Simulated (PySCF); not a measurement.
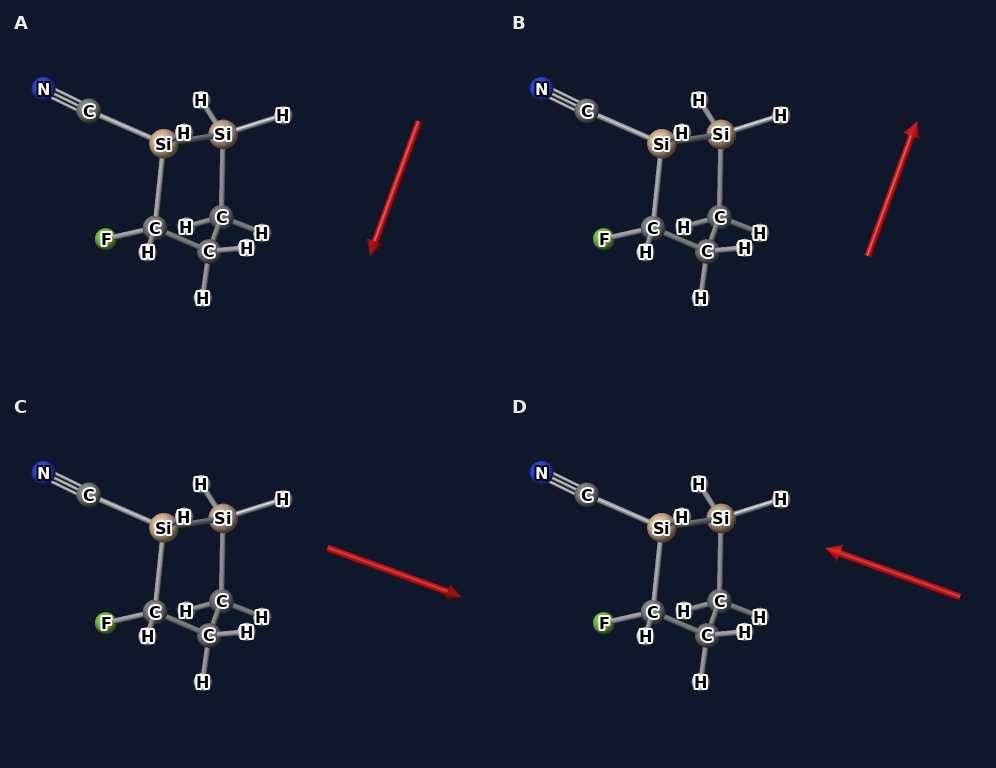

The same molecule four times, each with an arrow. The computed structure is the end point of a GFN2-xTB optimisation. No frequency run is at hand to confirm it as a minimum. Level of theory: ωB97X-D/def2-SVPD, gas phase (PySCF 2.14.0).

Which arrow points along the dipole moment, from the negative to the positive end?

C. The dipole moment is 5.49 D.

The geometry is semi-empirical. Around Si such bond lengths and angles can be off by a tenth of an ångström or more and by several degrees, and values that hang on the shape move with them.
